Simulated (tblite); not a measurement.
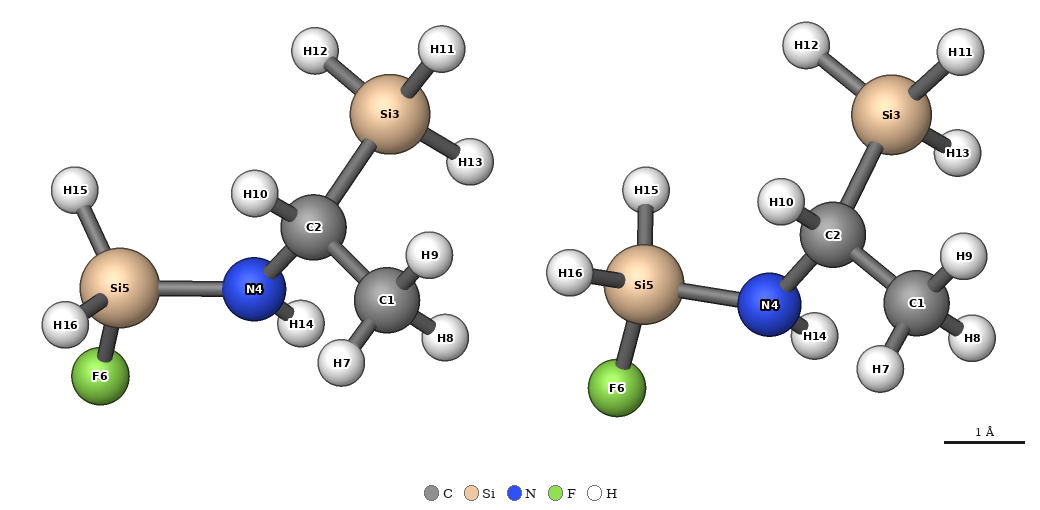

Two geometries of C$_{2}$H$_{10}$FNSi$_{2}$, drawn at one scale. One is the start of a relaxation, the other its converged end. A ball-and-stick model, seen at a tilt.

Computed with GFN2-xTB geometry optimisation, gas phase in tblite 0.8.0. 

> Which one is relaxed?

The left one is the relaxed one. Over 100 geometry steps the energy falls by 4.61 kcal/mol. The largest move after the best rigid fit is that of H15, 0.81 Å. By element the largest moves are H 0.81 Å, N 0.29 Å, Si 0.24 Å, F 0.18 Å, C 0.15 Å. Near-neighbour distances that change, for instance: Si3–H11 1.493 → 1.463 Å, C2–N4 1.476 → 1.451 Å, Si3–H13 1.483 → 1.465 Å, Si3–H12 1.478 → 1.462 Å. Among the angles between lasting bonds that change: Si5–N4–H14 108.9° → 119.7°, N4–Si5–H15 108.0° → 116.2°, F6–Si5–H15 109.6° → 104.7°.
